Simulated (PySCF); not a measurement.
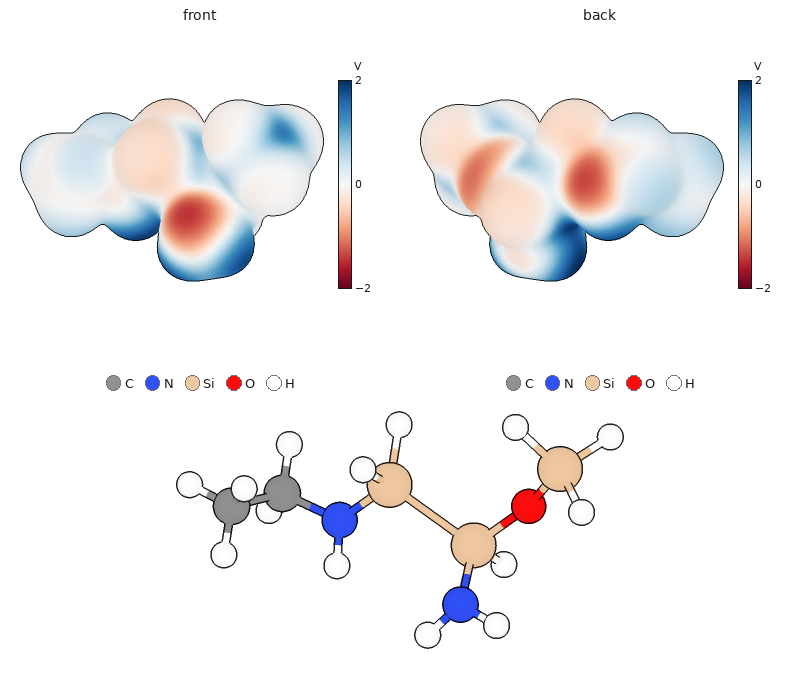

Figure 1: C2H14N2OSi3. The electrostatic potential painted on the density surface at 0.002 e/bohr³, seen from the front and from behind; red is negative and blue positive. The bare structure is drawn below in the same view.

Geometry: GFN2-xTB.

Method: wB97X-D/6-31G*, SCF density, gas phase, non-relativistic in PySCF.

```xyz
22

C     3.6203    0.3436    0.6660
C     2.6287   -0.6485    1.2688
N     1.4257   -0.7964    0.4875
Si    0.0795    0.2666    0.6424
Si   -1.5476   -0.5601   -0.7266
N    -1.2278   -0.0626   -2.3516
O    -2.9573    0.1583   -0.3313
Si   -3.9259    1.4325   -0.1558
H     3.1528    1.3200    0.5725
H     3.9330    0.0124   -0.3226
H     4.5009    0.4318    1.2969
H     2.3290   -0.3080    2.2606
H     3.1114   -1.6277    1.3746
H     1.6304   -1.1842   -0.4216
H    -0.2316    0.2198    2.0830
H     0.4151    1.6976    0.4172
H    -1.9584   -1.9732   -0.6201
H    -0.3940   -0.3753   -2.8202
H    -1.9964   -0.0315   -3.0037
H    -5.0228    0.9380    0.6728
H    -3.1838    2.5143    0.4918
H    -4.3915    1.8448   -1.4814
```

> Which sites attract a positive test charge, and which a negative one?

A positive charge is drawn to the negative regions and a negative charge to the positive ones. The most negative region (about −1.4 V) lies over N3 and N6, the most positive (about +1.9 V) over Si5, H14 and H18.
